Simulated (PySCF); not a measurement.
SMILES c1(C#C)ccccc1F at its GFN2-xTB optimised geometry (Å):

```
14

C     -2.0011    -2.3508     0.0010
C     -1.3951    -1.3149     0.0007
C     -0.6684    -0.1015     0.0000
C     -1.3232     1.1304    -0.0003
C     -0.6022     2.3091    -0.0003
C      0.7836     2.2826    -0.0001
C      1.4555     1.0717     0.0000
C      0.7273    -0.1015     0.0000
F      1.3890    -1.2770     0.0000
H     -2.5332    -3.2547     0.0024
H     -2.4028     1.1451    -0.0004
H     -1.1229     3.2547    -0.0005
H      1.3444     3.2046     0.0001
H      2.5332     1.0245     0.0001
```

Level of theory: CAM-B3LYP/def2-TZVP run with PySCF.

Map of the log10 of the electron density (e/bohr³), floored at −4 on the plane z = 1.0 Å:

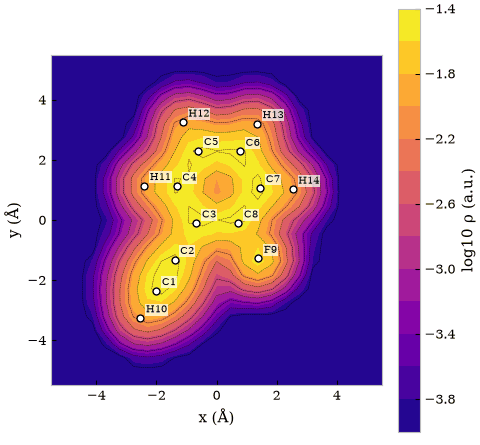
Figure: Log10 of the electron density (e/bohr³), floored at −4 on the plane z = 1.0 Å.
